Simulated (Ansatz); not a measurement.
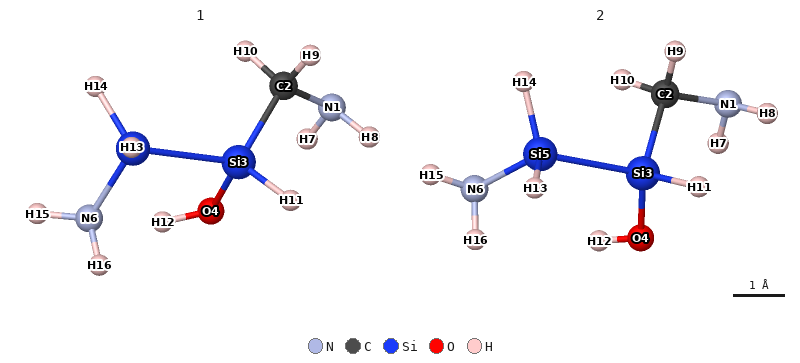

Two geometries of CH₁₀N₂OSi₂, drawn at one scale. One is the start of a relaxation, the other its converged end. A ball-and-stick model, seen at a tilt.

Level of theory: Ansatz 0.2.0, RKS PBE/def2-SVP. Set-up: no spin polarisation; force threshold 0.015 eV/Å; at most 40 steps.

> Which of the two is the end point?

Structure 1 is the relaxed one. The run prepares an end point of a later path (torsion) calculation, from a guessed geometry. The atom that moves furthest after the best rigid fit is H12 (0.91 Å). Largest moves by element: H 0.91 Å, O 0.85 Å, N 0.66 Å, C 0.43 Å, Si 0.24 Å. Some distances before and after: Si5–N6 1.701 → 1.790 Å, Si3–O4 1.611 → 1.696 Å, N1–C2 1.527 → 1.474 Å, Si3–Si5 2.318 → 2.372 Å. Bond angles that change, for instance: O4–Si3–Si5 112.9° → 97.6°, Si3–Si5–N6 111.4° → 98.1°, C2–Si3–Si5 107.6° → 120.6°. Groups turn about Si3–O4 by about 50°, Si3–Si5 by about 45°. After 16 accepted moves (17 points after the start) the energy has fallen by 77.9 kJ/mol. The largest force component goes from 2.9 to 0.012 eV/Å. The line search rejected the trial step at point 9 of the run. The run took 34 s on 2 threads of Intel(R) Xeon(R) 6975P-C (Granite Rapids) (shared host), peak memory 0.21 GiB.
